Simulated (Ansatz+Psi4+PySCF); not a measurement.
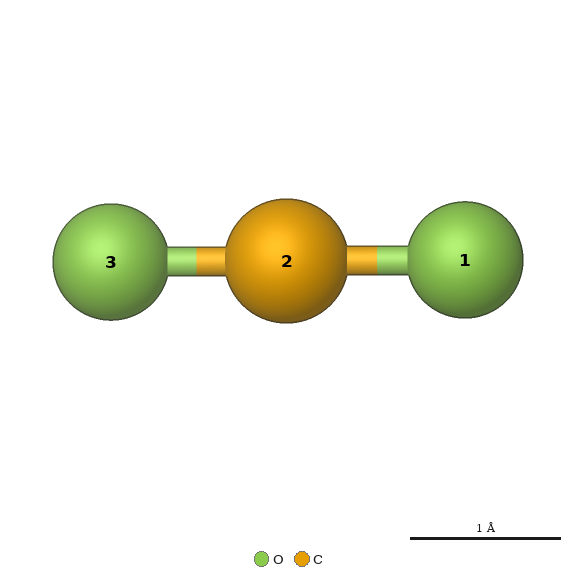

(Drawn from a calculation with Ansatz+Psi4+PySCF.)

Orthographic view. Atoms fade into the background with distance from the viewer. Charge +1, doublet. Geometry: a fixed input geometry, not necessarily a minimum.

List all interatomic distances (Å) as a matrix.

```tsv
atom	O1	C2	O3
O1	0.00		
C2	1.19	0.00	
O3	2.36	1.17	0.00
```
